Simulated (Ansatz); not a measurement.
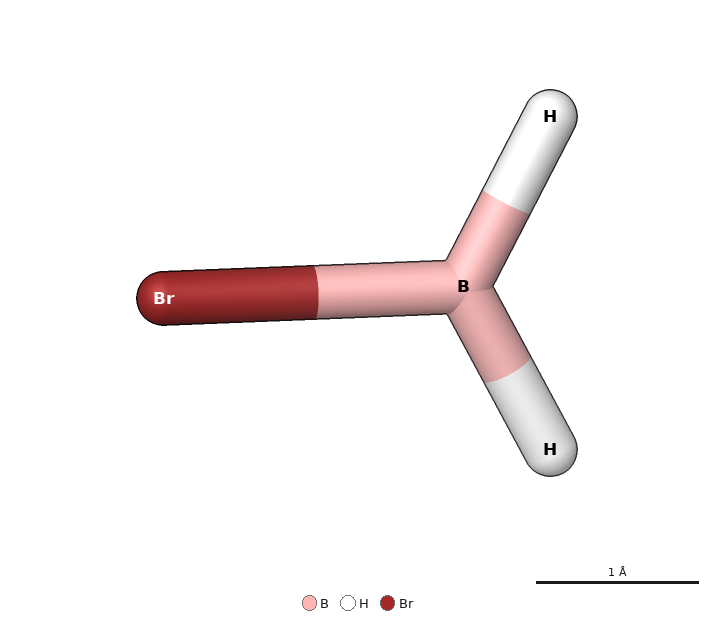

The picture shows a molecular structure as a stick model. Every bond is drawn as one stick, whatever its order.

Computed geometry: PBE0-D4/def2-TZVP optimisation.

What is the molecular formula?

Answer. BBrH₂, 4 atoms: 1 boron, 1 bromine and 2 hydrogen.

Give the symmetry (Schoenflies symbol).

Answer. C2v.

More results for the same structure follow; atom numbers are the same in all pictures, views and colours differ.

### Vibrations

Harmonic vibrations computed with RKS PBE0-D4/def2-TZVP (Ansatz 0.2.0) at a stationary point of the same level.

How many vibrational modes are there, and where do they lie?

Answer. 6 modes: 703, 813, 965, 1192, 2623, 2744 cm⁻¹.

### Dipole moment

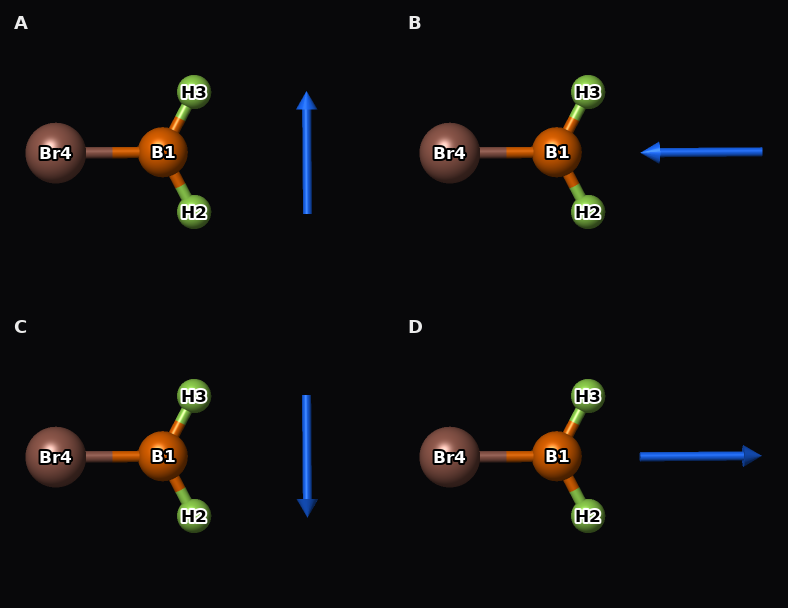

The same molecule four times, each with an arrow. Method: RKS PBE0-D4/def2-TZVP (Ansatz 0.2.0).

Which arrow points along the dipole moment, from the negative to the positive end?

Answer. D. The dipole moment is 0.54 D; it points from the side of Br4 to the side of H2, H3 (the outermost atoms at the two ends).

### Electronic properties

Method: RKS PBE0-D4/def2-TZVPP (Ansatz 0.2.0).

Give the LUMO energy (Kohn–Sham orbital) at this level.

Answer. −2.01 eV.

Estimate the HOMO energy (Kohn–Sham orbital).

Answer. −8.22 eV.

### Charges

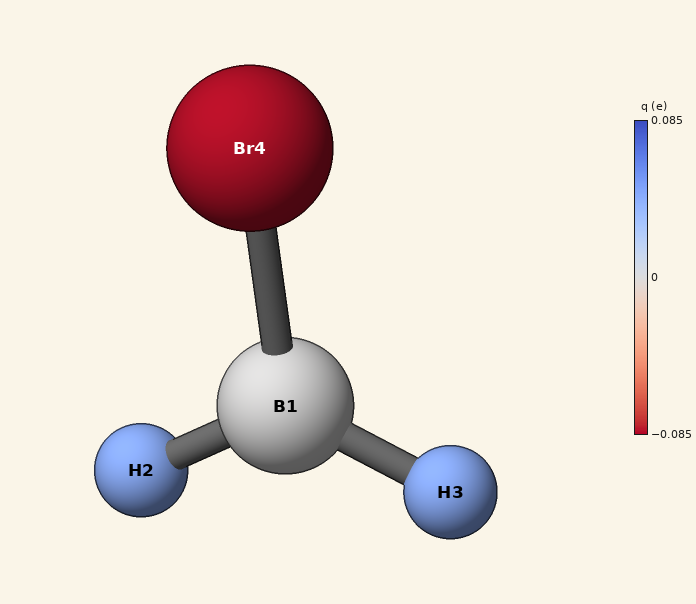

Atoms are coloured by their Mulliken charges. Level of theory: RKS PBE0-D4/def2-TZVP (Ansatz 0.2.0).

List the Mulliken charges.

```csv
atom,value (e)
B1,0.00
H2,0.04
H3,0.04
Br4,−0.08
```

Mulliken values depend strongly on the basis set and can even reverse the polarity of a bond.
